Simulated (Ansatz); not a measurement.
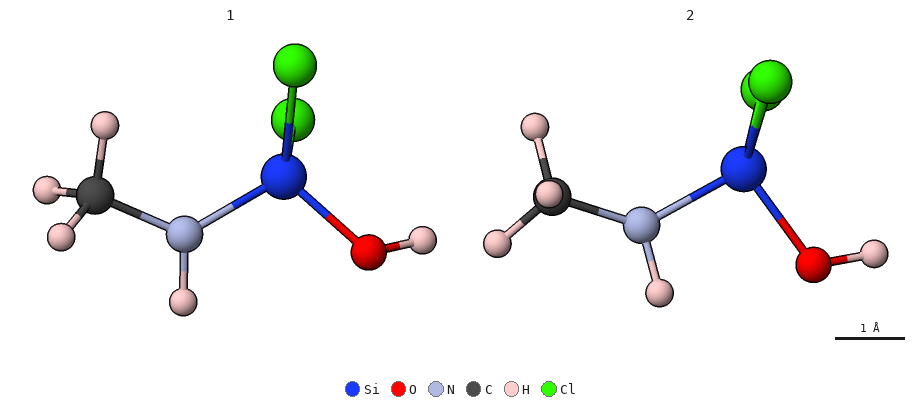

Two geometries of CH5Cl2NOSi, drawn at one scale. One is the start of a relaxation, the other its converged end. A ball-and-stick model, seen at a tilt.

These are results of UKS BLYP-D4/def2-SVP in Ansatz, not measurements. Set-up: collinear spin; force threshold 0.03 eV/Å; at most 50 steps.

Q: Which of the two is the end point?

A: Structure 1 is the relaxed one. The run prepares an end point of a later path (reaction) calculation, from a guessed geometry. The largest move after the best rigid fit is that of an H atom, 0.97 Å. By element the largest moves are H 0.97 Å, Cl 0.52 Å, O 0.34 Å, N 0.27 Å, Si 0.11 Å, C 0.09 Å. Some distances before and after: O–Si 1.725 → 1.664 Å, Cl–Si 2.084 → 2.104 Å, N–Si 1.699 → 1.708 Å, C–N 1.459 → 1.463 Å. Among the angles between lasting bonds that change: Si–N–H 104.2° → 115.6°, O–Si–N 97.3° → 106.4°, N–Si–Cl 113.8° → 108.4°. The energy falls by 17.9 kJ/mol in 20 accepted moves (22 points after the start). Largest force component: 1.4 eV/Å at the start, 0.018 eV/Å at the end. The line search rejected the trial steps at points 13, 16 of the run.
